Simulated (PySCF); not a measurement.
ClGeH₃, SMILES `Cl[GeH3]`.

Computed with PySCF, B3LYP/def2-SVPD, geometry: GFN2-xTB. No frequency check shows the geometry to be a minimum. GFN2-xTB bond lengths at metals and heavier atoms can be off by up to 0.1 Å and shapes distorted, which carries into these values.

Geometry (Å), atoms numbered from 1:

```
Cl1     -1.4316   -0.0000    0.0001
Ge2      0.6536    0.0000    0.0000
H3       1.1395   -1.1740   -0.7977
H4       1.1419   -0.1040    1.4137
H5       1.1394    1.2779   -0.6179
```

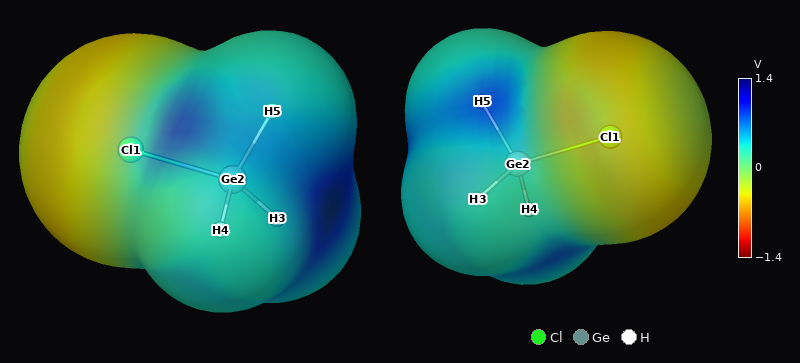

Electrostatic potential on the surface of electron density 0.001 a.u. (back view left, front view right).

> Where are the extremes of the potential on the surface?

Highest: 1.38 V, near Ge2 (2.04 Å), H5 (2.08 Å), H4 (2.10 Å) and H3 (2.12 Å). Further maxima include 0.90 V, near H4 (2.01 Å), Ge2 (2.09 Å) and H5 (2.09 Å), and at like points elsewhere; −0.10 V, 2.0 Å from Cl1. Lowest: −0.50 V, 2.1 Å from Cl1, and at like points elsewhere. The surface is sampled at points, so like sites can differ by a few per cent and only the strongest of them is named.

> What volume does the surface enclose, and what is the dipole moment?

About 85 Å³; the dipole moment is 1.6 D.
